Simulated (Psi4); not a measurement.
# InCl2F (SMILES [F][In]([Cl])[Cl]): wB97M-V/def2-SVP (core potential)

What is the vertical singlet–triplet gap of InCl2F at wB97M-V/def2-SVP (core potential)? 

The results are computed with Psi4 1.11.

4 further runs of the same task are left out: 2 that didn't finish, 2 set aside as unsound or not needed.

## (1) The system as given

InCl2F has 4 atoms, charge 0, and is taken as a singlet. SMILES: `[F][In]([Cl])[Cl]`. The coordinates come from a PBE0-D4/def2-TZVP relaxation.

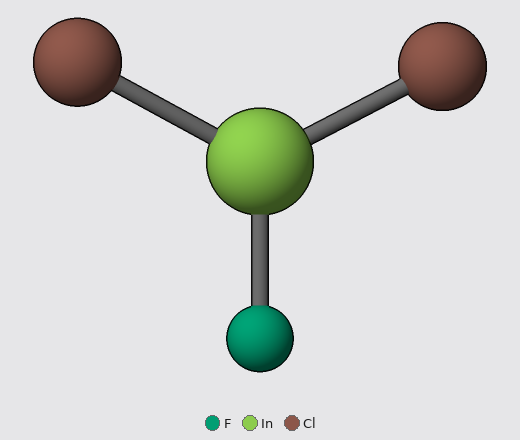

The structure, seen from a chosen angle (fluorine teal, indium green, chlorine brown).

## (2) The energy at wB97M-V/def2-SVP (core potential)

The input, job.json:

```json
{
  "schema_name": "qcschema_input",
  "schema_version": 1,
  "molecule": {
    "schema_name": "qcschema_molecule",
    "schema_version": 2,
    "symbols": ["F", "In", "Cl", "Cl"],
    "geometry": [0.43633776, 1.87479729, 3.17266119, 0.03609377, 0.01738548, 0.06727425, 2.26804929, -3.65340752, -0.37000838, -2.63560103, 1.64727426, -2.90828851],
    "molecular_charge": 0,
    "molecular_multiplicity": 1,
    "fix_symmetry": "c1",
    "fix_com": true,
    "fix_orientation": true
  },
  "driver": "energy",
  "model": {
    "method": "wb97m-v",
    "basis": "def2-SVP"
  },
  "keywords": {
    "puream": true,
    "e_convergence": 1e-09,
    "d_convergence": 1e-08,
    "scf_type": "pk",
    "dft_radial_points": 99,
    "dft_spherical_points": 590
  }
}
```

The run is started by

```sh
psi4 --qcschema job.json -n 1 --memory 2200MB
```

stdout:

```text
[...]
    !!!  WARNING: ECP capability is in beta. Please check occupations closely.  !!!
[...]
  Running in c1 symmetry.
[...]
  Nuclear repulsion =  299.904224818262151
[...]
  Multiplicity = 1
[...]
  Nalpha       = 32
  Nbeta        = 32
[...]
    Number of basis functions: 76
[...]
   @RKS iter   1: -1209.87123818979262   -1.35263e+00   7.30039e-03 ADIIS/DIIS
[...]
   @RKS iter  12: -1210.00965411153675   -3.63798e-12   3.96613e-09 DIIS
[...]
    Orbital Energies [Eh]
    ---------------------
    Doubly Occupied:
       1A   -101.853274     2A   -101.853264     3A    -24.867575
       4A     -9.653278     5A     -9.653269     6A     -7.363356
       7A     -7.363345     8A     -7.357183     9A     -7.357172
      10A     -7.356621    11A     -7.356610    12A     -4.893163
      13A     -3.293525    14A     -3.286071    15A     -3.283599
      16A     -1.234599    17A     -0.987985    18A     -0.982135
      19A     -0.955552    20A     -0.953288    21A     -0.946326
      22A     -0.912962    23A     -0.906425    24A     -0.574989
      25A     -0.502277    26A     -0.497353    27A     -0.493559
      28A     -0.460112    29A     -0.445785    30A     -0.435243
      31A     -0.432946    32A     -0.429295
[...]
  @RKS Final Energy: -1210.00965411153675
   => Energetics <=
    Nuclear Repulsion Energy =            299.9042248182621506
    One-Electron Energy =               -2342.8908506827565361
    Two-Electron Energy =                 895.7929852861101381
    DFT Exchange-Correlation Energy =     -63.0745593942025451
    Empirical Dispersion Energy =           0.0000000000000000
    VV10 Nonlocal Energy =                  0.2585458610498446
    Total Energy =                      -1210.0096541115367472
[...]
 Multipole Moments:
 ------------------------------------------------------------------------------------
     Multipole            Electronic (a.u.)      Nuclear  (a.u.)        Total (a.u.)
 ------------------------------------------------------------------------------------
 L = 1.  Multiply by 2.5417464519 to convert [e a0] to [Debye]
 Dipole X            :          1.5216875           -1.5633706           -0.0416831
 Dipole Y            :         16.6723844          -16.8659947           -0.1936104
 Dipole Z            :         25.4409552          -25.7643372           -0.3233819
 Magnitude           :                                                    0.3792075
[...]
```

The result, in JSON:

```text
{
 "driver": "energy",
 "model": {
  "method": "wb97m-v",
  "basis": "def2-SVP"
 },
 "success": true,
 "return_result": -1210.0096541115367,
 "properties": {
  "calcinfo_nbasis": 76,
  "calcinfo_nmo": 76,
  "calcinfo_nalpha": 32,
  "calcinfo_nbeta": 32,
  "calcinfo_natom": 4,
  "nuclear_repulsion_energy": 299.90422481826215,
  "return_energy": -1210.0096541115367,
  "scf_one_electron_energy": -2342.8908506827565,
  "scf_two_electron_energy": 895.7929852861101,
  "scf_vv10_energy": 0.2585458610498446,
  "scf_xc_energy": -63.074559394202545,
  "scf_dipole_moment": [-0.041683060218650425, -0.19361037687008675, -0.3233819394684474],
  "scf_total_energy": -1210.0096541115367,
  "scf_iterations": 12
 }
}
```

Wall time 58 s (1 thread of Intel Xeon Platinum 8259CL at 2.50GHz (Skylake/Cascade Lake), shared host); peak memory 1.2 GiB.

## (3) The triplet at the same level

The input, cl2fin.inp:

```
memory 2200 mb

molecule geom {
  0 3
  F
  In 1 r2
  Cl 2 r3 1 a3
  Cl 2 r4 1 a4 3 d4

  r2 = 1.926496
  r3 = 2.285137
  a3 = 117.59728
  r4 = 2.285192
  a4 = 117.59429
  d4 = -179.99539
  symmetry c1
}

set basis def2-SVP
set reference uks
set puream true
set e_convergence 1e-09
set d_convergence 1e-08
set scf_type pk
set dft_radial_points 99
set dft_spherical_points 590
set maxiter 100

energy_value, wavefunction = energy("wb97m-v", return_wfn=True)
print_variables()
```

The run is started by

```sh
psi4 -i cl2fin.inp -o cl2fin.out -n 1
```

cl2fin.out:

```text
[...]
    !!!  WARNING: ECP capability is in beta. Please check occupations closely.  !!!
[...]
  Running in c1 symmetry.
[...]
  Nuclear repulsion =  299.904196486732303
[...]
  Multiplicity = 3
[...]
  Nalpha       = 33
  Nbeta        = 31
[...]
    Number of basis functions: 76
[...]
   @UKS iter   1: -1209.67827016410570   -1.23041e+00   7.22293e-03 DIIS/ADIIS
[...]
   @UKS iter  36: -1209.80649457337131   -1.28921e-10   6.45436e-09 DIIS
[...]
   @S^2 Observed:                2.008104121E+00
[...]
    Orbital Energies [Eh]
    ---------------------
    Alpha Occupied:
       1A   -101.893199     2A   -101.893017     3A    -24.821072
       4A     -9.694366     5A     -9.694185     6A     -7.409752
       7A     -7.409559     8A     -7.398962     9A     -7.398783
      10A     -7.395852    11A     -7.395676    12A     -4.841797
      13A     -3.238364    14A     -3.237325    15A     -3.232227
      16A     -1.193709    17A     -1.001827    18A     -0.996743
      19A     -0.905418    20A     -0.899856    21A     -0.897098
      22A     -0.895405    23A     -0.893960    24A     -0.583771
      25A     -0.517798    26A     -0.508394    27A     -0.487548
      28A     -0.482281    29A     -0.467393    30A     -0.466150
      31A     -0.446489    32A     -0.444296    33A     -0.237498
[...]
  @UKS Final Energy: -1209.80649457337131
   => Energetics <=
    Nuclear Repulsion Energy =            299.9041964867323031
    One-Electron Energy =               -2342.9498398287632881
    Two-Electron Energy =                 896.0412831286116671
    DFT Exchange-Correlation Energy =     -63.0599265637026889
    Empirical Dispersion Energy =           0.0000000000000000
    VV10 Nonlocal Energy =                  0.2577922037505296
    Total Energy =                      -1209.8064945733713103
[...]
 Multipole Moments:
 ------------------------------------------------------------------------------------
     Multipole            Electronic (a.u.)      Nuclear  (a.u.)        Total (a.u.)
 ------------------------------------------------------------------------------------
 L = 1.  Multiply by 2.5417464519 to convert [e a0] to [Debye]
 Dipole X            :          0.0017037           -0.0018540           -0.0001502
 Dipole Y            :          0.0006937            0.0011830            0.0018768
 Dipole Z            :        -12.0015601           13.0385119            1.0369518
 Magnitude           :                                                    1.0369535
[...]
```

Run time: 2.8 min. Hardware: 1 thread of Intel Xeon Platinum 8259CL at 2.50GHz (Skylake/Cascade Lake), shared host; peak memory 1.2 GiB.

## (4) What came out

At wB97M-V/def2-SVP (core potential):

| quantity | value |
| --- | --- |
| singlet: total energy | -1210.00965 Eh |
| singlet: dipole moment | 0.96 D |
| singlet: HOMO energy | -11.68 eV |
| singlet: LUMO energy | -0.78 eV |
| singlet: HOMO–LUMO gap | 10.90 eV |
| triplet: total energy | -1209.80649 Eh |
| triplet: dipole moment | 2.64 D |
| triplet: HOMO energy (highest over α and β) | -6.46 eV |
| triplet: ⟨S²⟩ | 2.008 |
| vertical energy of the triplet above the singlet | 5.528 eV |

At this shape the triplet lies 5.53 eV (533 kJ/mol) above the singlet.
